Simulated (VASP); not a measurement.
Band structure of Cu (relaxed from the simple-cubic structure, space group Pm-3m). Method: PBEsol GGA, VASP's PBE PAW potentials (set 64) (plane waves; VASP).

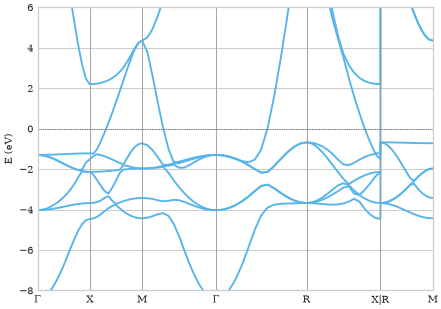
Fig. 1. Bands along high-symmetry lines, zero at the valence-band maximum or, without a gap, the Fermi level

Problem. Read the plot: is there a gap, and where are the band edges?

Solution. It has no gap at this level: it comes out as a metal or semimetal. (Edges off the drawn lines would not show.)

The structure was generated: Cu was put into the simple-cubic type (Pm-3m), which need not be its known phase. It was relaxed first.
